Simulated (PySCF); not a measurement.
Consider C$_{3}$H$_{8}$NSi (doublet).

```json
{"atom": "C", "x (Å)": "2.5160", "y (Å)": "-0.8578", "z (Å)": "-0.4335"}
{"atom": "N", "x (Å)": "1.2293", "y (Å)": "-0.9974", "z (Å)": "-0.2639"}
{"atom": "Si", "x (Å)": "-0.1235", "y (Å)": "-0.0580", "z (Å)": "-0.2313"}
{"atom": "C", "x (Å)": "-1.7036", "y (Å)": "-1.0503", "z (Å)": "0.0564"}
{"atom": "C", "x (Å)": "-0.4434", "y (Å)": "1.8064", "z (Å)": "-0.4433"}
{"atom": "H", "x (Å)": "3.1235", "y (Å)": "-1.7467", "z (Å)": "-0.3771"}
{"atom": "H", "x (Å)": "3.0140", "y (Å)": "0.0837", "z (Å)": "-0.6284"}
{"atom": "H", "x (Å)": "-1.4752", "y (Å)": "-2.1037", "z (Å)": "0.1699"}
{"atom": "H", "x (Å)": "-2.2209", "y (Å)": "-0.7195", "z (Å)": "0.9526"}
{"atom": "H", "x (Å)": "-2.3934", "y (Å)": "-0.9431", "z (Å)": "-0.7760"}
{"atom": "H", "x (Å)": "-1.1117", "y (Å)": "2.0056", "z (Å)": "-1.2799"}
{"atom": "H", "x (Å)": "-0.9001", "y (Å)": "2.2397", "z (Å)": "0.4454"}
{"atom": "H", "x (Å)": "0.4847", "y (Å)": "2.3417", "z (Å)": "-0.6294"}
```

Geometry: GFN2-xTB.

These are results of UKS B3LYP, pcH-1 on C H N Si, non-relativistic, mean-field spin-orbit, GIAO (PySCF 2.14.0, density-fitted response routines), not measurements.

> What will maps of the electron density, electron localisation function and spin density show?

C–N (1.31 Å): ρ at the midpoint is about 1.9 e/Å³; the ELF peaks at about 0.90 between the atoms, as expected for a covalent bond.
Si–N (1.65 Å): ρ is about 1 e/Å³ halfway; the ELF peaks at about 0.90 between the atoms, as expected for a short, strongly polar bond.
C–Si (1.89 Å): the density is about 0.78 e/Å³ at the midpoint; the ELF peaks at about 0.95 between the atoms (localised, covalent bonding).
C–H (1.08 Å): the density is about 1.6 e/Å³ at the midpoint; the ELF climbs to about 1 towards the hydrogen, as it does in any bond to H: an ordinary covalent bond to hydrogen.
The unpaired spin (1 electron) lies mostly on Si3 (about 0.5) and C1 (about 0.4), in electrons by Hirshfeld's partition.

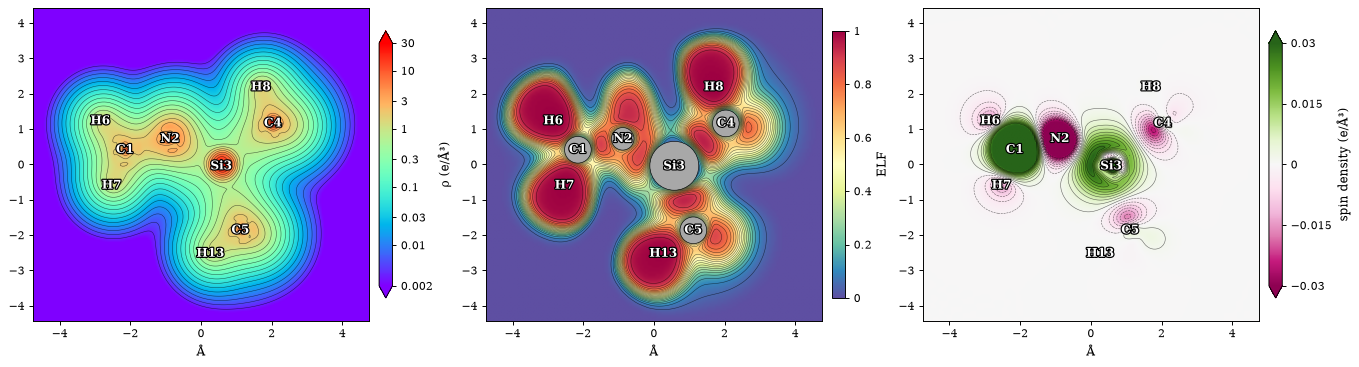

Computed electron density, electron localisation function and spin density on the plane of atoms H6, C1 and H7, in this order. Grey discs cover the atomic cores in the ELF map. 
